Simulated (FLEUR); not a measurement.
# Fixed-spin-moment curve of CrRh3 with FLEUR

How stiff is the moment of CrRh3, and are there other minima?

Program: FLEUR MaX-R8.1. Level of theory: PBEsol; all-electron FLAPW, Dirac cores, scalar-relativistic bands. Results are calculated unless marked as measured.

## (1) The starting structure

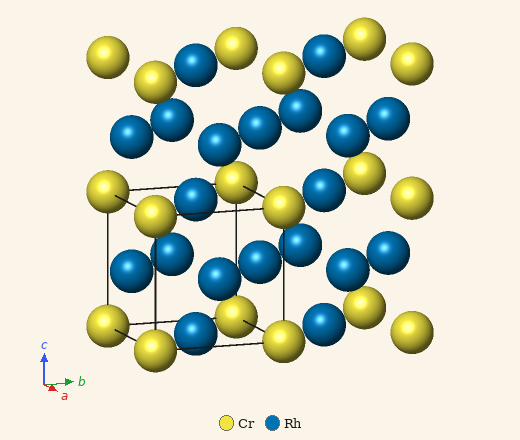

Start, viewed slightly off an axis; chromium yellow, rhodium blue. 1×2×2 cells are drawn. Some periodic images of atoms are drawn too.

Coordinates:

```cif
data_structure
_symmetry_space_group_name_H-M 'Pm-3m'
_symmetry_Int_Tables_number 221
_cell_length_a 3.7906
_cell_length_b 3.7906
_cell_length_c 3.7906
_cell_angle_alpha 90.000
_cell_angle_beta 90.000
_cell_angle_gamma 90.000
_cell_volume 54.46
loop_
_atom_site_label
_atom_site_type_symbol
_atom_site_symmetry_multiplicity
_atom_site_Wyckoff_symbol
_atom_site_fract_x
_atom_site_fract_y
_atom_site_fract_z
_atom_site_occupancy
Cr1 Cr 1 a 0.00000 0.00000 0.00000 1
Rh1 Rh 3 c 0.00000 0.50000 0.50000 1
```

The cell comes from a database of computed structures and need not be the stable phase.

## (2) The free run

The free run tells which range of moments is worth scanning.

inpgen writes inp.xml from crystal.txt; cutoffs, mixing, functional, smearing and local orbitals are then set in the file. The k list default-1 (kpts.xml, not shown) is a Γ-centred 8×8×8 mesh; where the ranks do not divide the number of points, some are split in two of half the weight.

File inp.xml:

```
<?xml version="1.0" encoding="UTF-8" standalone="no"?>
<fleurInput fleurInputVersion="0.39">
   <comment>
      CrRh3
   </comment>
   <calculationSetup>
      <cutoffs Kmax="3.6" Gmax="10.8" GmaxXC="10.8" numbands="0"/>
      <scfLoop itmax="90" minDistance="0.00002" maxIterBroyd="15" imix="Anderson" alpha="0.05" precondParam="0.0" spinf="2.0" sdNocoIR="T"/>
      <coreElectrons ctail="T" frcor="F" kcrel="0" coretail_lmax="0"/>
      <xcFunctional name="PBEs" relativisticCorrections="F"/>
      <magnetism jspins="2"/>
      <soc l_soc="F" theta="0.0" phi="0.0" spav="F"/>
      <expertModes spex="0" secvar="F"/>
      <geometryOptimization l_f="F" forcealpha="1.0" forcemix="BFGS" epsdisp="0.00001" epsforce="0.00001"/>
      <ldaU l_linMix="F" mixParam="0.05" spinf="1.0"/>
   </calculationSetup>
   <cell>
      <bzIntegration valenceElectrons="59.0" mode="hist" fermiSmearingEnergy="0.00110248">
         <kPointListSelection listName="default-1"/>
         <xi:include xmlns:xi="http://www.w3.org/2001/XInclude" href="kpts.xml"> </xi:include>
      </bzIntegration>
      <xi:include xmlns:xi="http://www.w3.org/2001/XInclude" href="sym.xml"> </xi:include>
      <bulkLattice scale="1.0">
         <bravaisMatrix>
            <row-1>    7.1631071504005668     0.0000000000000000     0.0000000000000000</row-1>
            <row-2>    0.0000000000000000     7.1631071504005668     0.0000000000000000</row-2>
            <row-3>    0.0000000000000000     0.0000000000000000     7.1631071504005668</row-3>
         </bravaisMatrix>
      </bulkLattice>
   </cell>
   <atomSpecies>
      <species name="Chromium (2.500" element="Cr" atomicNumber="24">
         <mtSphere radius="2.47" gridPoints="817" logIncrement="0.015"/>
         <atomicCutoffs lmax="10" lnonsphr="8"/>
         <electronConfig flipSpins="F">
            <coreConfig>(1s1/2) (2s1/2) (2p1/2) (2p3/2)</coreConfig>
            <valenceConfig>(3s1/2) (3p1/2) (3p3/2) (4s1/2) (3d3/2) (3d5/2)</valenceConfig>
            <stateOccupation state="(4s1/2)" spinUp="0.5" spinDown="0.5"/>
            <stateOccupation state="(3d3/2)" spinUp="1.0" spinDown="1.0"/>
            <stateOccupation state="(3d5/2)" spinUp="2.75" spinDown="0.25"/>
         </electronConfig>
         <energyParameters s="4" p="4" d="3" f="4"/>
         <lo type="SCLO" l="0" n="3" eDeriv="0"/>
         <lo type="SCLO" l="1" n="3" eDeriv="0"/>
      </species>
      <species name="Rhodium (Rh)" element="Rh" atomicNumber="45">
         <mtSphere radius="2.47" gridPoints="817" logIncrement="0.016"/>
         <atomicCutoffs lmax="10" lnonsphr="8"/>
         <electronConfig flipSpins="F">
            <coreConfig>(1s1/2) (2s1/2) (2p1/2) (2p3/2) (3s1/2) (3p1/2) (3p3/2) (4s1/2) (3d3/2) (3d5/2)</coreConfig>
            <valenceConfig>(4p1/2) (4p3/2) (5s1/2) (4d3/2) (4d5/2)</valenceConfig>
            <stateOccupation state="(5s1/2)" spinUp="0.500000" spinDown="0.500000"/>
            <stateOccupation state="(4d3/2)" spinUp="1.600000" spinDown="1.600000"/>
            <stateOccupation state="(4d5/2)" spinUp="2.400000" spinDown="2.400000"/>
         </electronConfig>
         <energyParameters s="5" p="5" d="4" f="4"/>
         <lo type="SCLO" l="1" n="4" eDeriv="0"/>
      </species>
   </atomSpecies>
   <atomGroups>
      <atomGroup species="Chromium (2.500">
         <relPos label="                   1">.0000000000 .0000000000 .0000000000</relPos>
         <force calculate="T" relaxXYZ="TTT"/>
      </atomGroup>
      <atomGroup species="Rhodium (Rh)">
         <relPos label="                   2">.0000000000 1.000/2.000 1.000/2.000</relPos>
         <relPos label="                   3">1.000/2.000 1.000/2.000 .0000000000</relPos>
         <relPos label="                   4">1.000/2.000 .0000000000 1.000/2.000</relPos>
         <force calculate="T" relaxXYZ="TTT"/>
      </atomGroup>
   </atomGroups>
   <output dos="F" band="F" slice="F">
      <bandDOS minEnergy="-.5*Htr" maxEnergy="0.5*Htr" sigma="0.015" storeEVData="T"/>
      <plotting iplot="0" polar="F">
         <plot TwoD="T" vec1="  1.0  0.0  0.0" vec2="  0.0  1.0  0.0" vec3="  0.0  0.0  1.0" zero="  0.0  0.0  0.0" file="plot"/>
      </plotting>
      <moessbauerParams electricFieldGradient="F" isomerShift="F" coreHyperfine="F" valenceHyperfine="F"/>
   </output>
</fleurInput>
```

File crystal.txt:

```
CrRh3
&input film=F cartesian=F /
3.79055306330  0.00000000000  0.00000000000
0.00000000000  3.79055306330  0.00000000000
0.00000000000  0.00000000000  3.79055306330
1.8897261246
1.0 1.0 1.0

4
24 0.00000000000  0.00000000000  0.00000000000 : 2.500
45 0.00000000000  0.50000000000  0.50000000000
45 0.50000000000  0.50000000000  0.00000000000
45 0.50000000000  0.00000000000  0.50000000000

&kpt div1=8 div2=8 div3=8 gamma=T /
```

Launch:

```bash
> OMP_NUM_THREADS=1 inpgen -f crystal.txt > inpgen.log  # inp.xml is then edited as shown
> OMP_NUM_THREADS=1 mpirun -n 2 fleur_MPI > fleur.log
```

The program printed:

```text
Welcome to FLEUR        (www.flapw.de)
      MaX-Release 8.1          (www.max-centre.eu)

 ========== k-point set info ==========
 Selected k-point list: default-1
 k-point list type: mesh
 0 x 0 x 0
 Number of k points: 36

 ------------Calculation Setup---------------------------
 Number of MPI-tasks      :            2
 Number of PE/node        :            2
 Number of OMP-threads    :            1
 k-points in parallel     :            2
 pe's per k-point         :            1
 No of k-point loops      :           18
 Eigenvalue solver        :       lapack
 Number of basis functions:          328
 Approximate size of matrices (H+S) per k-point:         0.002 GB
 --------------------------------------------------------
 Iteration:     1   Distance:      38.68493766 me/bohr^3
 Iteration:     2   Distance:      21.33947151 me/bohr^3
 Iteration:     3   Distance:      16.94887267 me/bohr^3
 Iteration:     4   Distance:       6.61916112 me/bohr^3
 Iteration:     5   Distance:       5.94179336 me/bohr^3
 Iteration:     6   Distance:       4.19800034 me/bohr^3
 Iteration:     7   Distance:       1.72810148 me/bohr^3
 Iteration:     8   Distance:       1.22277110 me/bohr^3
 Iteration:     9   Distance:       0.28853749 me/bohr^3
 Iteration:    10   Distance:       0.39932319 me/bohr^3
 Iteration:    11   Distance:       0.10521773 me/bohr^3
 Iteration:    12   Distance:       0.10302934 me/bohr^3
 Iteration:    13   Distance:       0.03914034 me/bohr^3
 Iteration:    14   Distance:       0.02575429 me/bohr^3
 Iteration:    15   Distance:       0.01711475 me/bohr^3
 Iteration:    16   Distance:       0.01794424 me/bohr^3
 Iteration:    17   Distance:       0.01775702 me/bohr^3
 Iteration:    18   Distance:       0.01051173 me/bohr^3
 Iteration:    19   Distance:       0.00456536 me/bohr^3
 Iteration:    20   Distance:       0.00235188 me/bohr^3
 Iteration:    21   Distance:       0.00230975 me/bohr^3
 Iteration:    22   Distance:       0.00053015 me/bohr^3
 Iteration:    23   Distance:       0.00020594 me/bohr^3
 Iteration:    24   Distance:       0.00021774 me/bohr^3
 Iteration:    25   Distance:       0.00008306 me/bohr^3
 Iteration:    26   Distance:       0.00001274 me/bohr^3

 ********************************************************************
 Run finished successfully
 Stop message:
   all done
 ********************************************************************

--- out.xml (last complete iteration) ---
<iteration numberForCurrentRun="   26" overallNumber="   26">
         [... left out ...]
         <bandgap value="0.0000282195" units="eV"/>
         <sumValenceSingleParticleEnergies value="-23.2877973730" units="Htr"/>
         <FermiEnergy value="0.4357977173" units="Htr"/>
         <valenceDensity>
            <mtCharges spin="1">
               <mtCharge atomType="1" total="7.4345347" s="1.2074313" p="3.2168113" d="2.9730343" f="0.0275901"/>
               <mtCharge atomType="2" total="6.8064026" s="0.2030145" p="3.1821815" d="3.3834569" f="0.0288716"/>
            </mtCharges>
            <mtCharges spin="2">
               <mtCharge atomType="1" total="5.5504053" s="1.1908746" p="3.1909779" d="1.1303509" f="0.0282229"/>
               <mtCharge atomType="2" total="7.0203842" s="0.2112723" p="3.1856668" d="3.5900853" f="0.0252855"/>
            </mtCharges>
            <spinDependentCharge spin="1" total="30.1419294" interstitial="2.2881867" mtSpheres="27.8537427"/>
            <spinDependentCharge spin="2" total="28.8580706" interstitial="2.2465127" mtSpheres="26.6115579"/>
            <totalCharge value="59.0000000000"/>
         </valenceDensity>
         [... left out ...]
         <allElectronCharges>
            <spinDependentCharge spin="1" total="80.1419294" interstitial="2.2910109" mtSpheres="77.8509185"/>
            <spinDependentCharge spin="2" total="78.8580706" interstitial="2.2493307" mtSpheres="76.6087399"/>
            <totalCharge value="158.9999999503"/>
         </allElectronCharges>
         <magneticMomentsInMTSpheres units="muBohr">
            <globalMagMoment atomType="1" vec="0.00000   0.00000   1.88413"/>
            <localMagMoment atomType="1" vec="0.00000   0.00000   1.88413"/>
            <globalMagMoment atomType="2" vec="0.00000   0.00000  -0.21398"/>
            <localMagMoment atomType="2" vec="0.00000   0.00000  -0.21398"/>
         </magneticMomentsInMTSpheres>
         <moessbauerParams unitsHFF="kG" unitsIS="e/bohr^3" unitsEFG="Htr/bohr^2">
         </moessbauerParams>
         <totalEnergy value="   -15398.5882209591" units="Htr">
            <sumOfEigenvalues value="    -9161.1972706418">
               <coreElectrons value="-9137.9094732689"/>
               <valenceElectrons value="-23.2877973730"/>
            </sumOfEigenvalues>
            <densityCoulombPotentialIntegral value="-24578.2030076711"/>
            <densityEffectivePotentialIntegral value="-25179.0669659975"/>
            <chargeDenXCDenIntegral value="-457.4138811080"/>
            <FockExchangeEnergyValence value="0.0000000000"/>
            <FockExchangeEnergyCore value="0.0000000000"/>
            <atomTypeDependentContributions atomType="1">
               <electronNucleiInteractionDifferentMTs value="1249.9707858365"/>
               <MadelungTerm value="-10.0435069347"/>
            </atomTypeDependentContributions>
            <atomTypeDependentContributions atomType="2">
               <electronNucleiInteractionDifferentMTs value="17349.1287712964"/>
               <MadelungTerm value="-60.7994673036"/>
            </atomTypeDependentContributions>
            <tkbTimesEntropy value="0.0003770540"/>
            <freeEnergy value="-15398.5885980131"/>
            <extrapolationTo0K value="-15398.5884094861"/>
         </totalEnergy>
         <densityConvergence units="me/bohr^3">
            <chargeDensity spin="1" distance="0.0000052629"/>
            <chargeDensity spin="2" distance="0.0000098796"/>
            <overallChargeDensity distance="0.0000094009"/>
            <spinDensity distance="0.0000127371"/>
         </densityConvergence>
      </iteration>
```

Run time: 76 s. Hardware: 2 MPI ranks of Arm Neoverse V1, shared host; peak memory 0.17 GiB.

Spin moment in the muffin-tin sphere by atom:

```
atom  spin moment in the muffin-tin sphere (μB)
 Cr1                                       1.88
 Rh2                                      -0.21
 Rh3                                      -0.21
 Rh4                                      -0.21
```

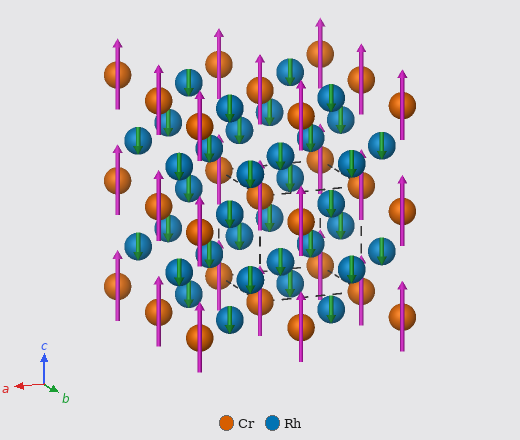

Spin moment in the muffin-tin sphere as arrows, the longest 1.88 μB. Up and down stand for the sign. Arrows give size and sign along the axis of quantisation, drawn up and down the page. Each arrow also spans its atom, so small moments look longer than they are. The two directions have two colours. 2×2×2 cells are drawn. Some periodic images of atoms are drawn too.

Read from the output:

```yaml
free_energy: -419016.9420 eV
program_s_band_gap_on_this_mesh_in_a_metal_only_a_level_spacing: 2.82e-5 eV
magnetization: 1.284 μB
final_state: ferromagnetic, with opposed induced moments
```

After 26 cycles the largest moment stands at 1.88 μB.

## (3) No spin polarisation

Edit inp.xml of step 2 so:

```diff
@@ -10,3 +10,3 @@
       <xcFunctional name="PBEs" relativisticCorrections="F"/>
-      <magnetism jspins="2"/>
+      <magnetism jspins="1"/>
       <soc l_soc="F" theta="0.0" phi="0.0" spav="F"/>
@@ -31,3 +31,3 @@
    <atomSpecies>
-      <species name="Chromium (2.500" element="Cr" atomicNumber="24">
+      <species name="Chromium (Cr)" element="Cr" atomicNumber="24">
          <mtSphere radius="2.47" gridPoints="817" logIncrement="0.015"/>
@@ -37,5 +37,5 @@
             <valenceConfig>(3s1/2) (3p1/2) (3p3/2) (4s1/2) (3d3/2) (3d5/2)</valenceConfig>
-            <stateOccupation state="(4s1/2)" spinUp="0.5" spinDown="0.5"/>
-            <stateOccupation state="(3d3/2)" spinUp="1.0" spinDown="1.0"/>
-            <stateOccupation state="(3d5/2)" spinUp="2.75" spinDown="0.25"/>
+            <stateOccupation state="(4s1/2)" spinUp="0.500000" spinDown="0.500000"/>
+            <stateOccupation state="(3d3/2)" spinUp="1.000000" spinDown="1.000000"/>
+            <stateOccupation state="(3d5/2)" spinUp="1.500000" spinDown="1.500000"/>
          </electronConfig>
@@ -60,3 +60,3 @@
    <atomGroups>
-      <atomGroup species="Chromium (2.500">
+      <atomGroup species="Chromium (Cr)">
          <relPos label="                   1">.0000000000 .0000000000 .0000000000</relPos>
```

Edit crystal.txt of step 2 so:

```diff
@@ -9,3 +9,3 @@
 4
-24 0.00000000000  0.00000000000  0.00000000000 : 2.500
+24 0.00000000000  0.00000000000  0.00000000000
 45 0.00000000000  0.50000000000  0.50000000000
```

The program printed:

```text
[banner, memory and clock lines left out]
Welcome to FLEUR        (www.flapw.de)
      MaX-Release 8.1          (www.max-centre.eu)

 ========== k-point set info ==========
 Selected k-point list: default-1
 k-point list type: mesh
 0 x 0 x 0
 Number of k points: 36

 [... set-up left out ...]
 Iteration:     1   Distance:      38.40468021 me/bohr^3
 Iteration:     2   Distance:      22.10616211 me/bohr^3
 Iteration:     3   Distance:      17.54584267 me/bohr^3
 Iteration:     4   Distance:      25.44623360 me/bohr^3
 Iteration:     5   Distance:       6.16737077 me/bohr^3
 Iteration:     6   Distance:      17.07864453 me/bohr^3
 Iteration:     7   Distance:      10.37094794 me/bohr^3
 Iteration:     8   Distance:       4.94417337 me/bohr^3
[... lines left out ...]
 Iteration:    19   Distance:       0.00153721 me/bohr^3
 Iteration:    20   Distance:       0.00099976 me/bohr^3
 Iteration:    21   Distance:       0.00025410 me/bohr^3
 Iteration:    22   Distance:       0.00006350 me/bohr^3
 Iteration:    23   Distance:       0.00003677 me/bohr^3
 Iteration:    24   Distance:       0.00000697 me/bohr^3

 ********************************************************************
 Run finished successfully
 Stop message:
   all done
 ********************************************************************

--- out.xml (last complete iteration) ---
<iteration numberForCurrentRun="   24" overallNumber="   24">
         [... left out ...]
         <bandgap value="0.0076370571" units="eV"/>
         <sumValenceSingleParticleEnergies value="-23.3686302434" units="Htr"/>
         <FermiEnergy value="0.4405701924" units="Htr"/>
         [... left out ...]
         <totalEnergy value="   -15398.5807556215" units="Htr">
            <sumOfEigenvalues value="    -9161.4699890916">
               <coreElectrons value="-9138.1013588482"/>
               <valenceElectrons value="-23.3686302434"/>
            </sumOfEigenvalues>
         [... left out ...]
            <freeEnergy value="-15398.5814529961"/>
            <extrapolationTo0K value="-15398.5811043088"/>
         </totalEnergy>
         <densityConvergence units="me/bohr^3">
            <chargeDensity spin="1" distance="0.0000069672"/>
         </densityConvergence>
      </iteration>
```

Run time: 39 s. Hardware: 2 MPI ranks; peak memory 0.14 GiB.

Numbers from this step:

| Quantity | Value |
| --- | --- |
| free energy | -419016.7476 eV |
| program's band gap on this mesh (in a metal only a level spacing) | 0.007637 eV |
| final state | non-magnetic (no spin polarisation) |

Its energy lies +194.4 meV a cell from the free run's.

(Continued in part 2 of 3.)

[Logs and program files are shortened in this print: banners, set-up blocks, solver, clock and traceback lines can be left out without a mark of their own.]

[Logs are printed without paths, hosts, clocks, repeated set-up lines and the standing remarks that a program may print on its own settings, such as how far it seeks lower states.]

[Hosts, paths, dates, database ids (printed as entryN), source tags and the programs' standing remarks are cut or masked in the printed files.]

[Where a cell is said to come from a database of computed structures, the database is the Materials Project.]
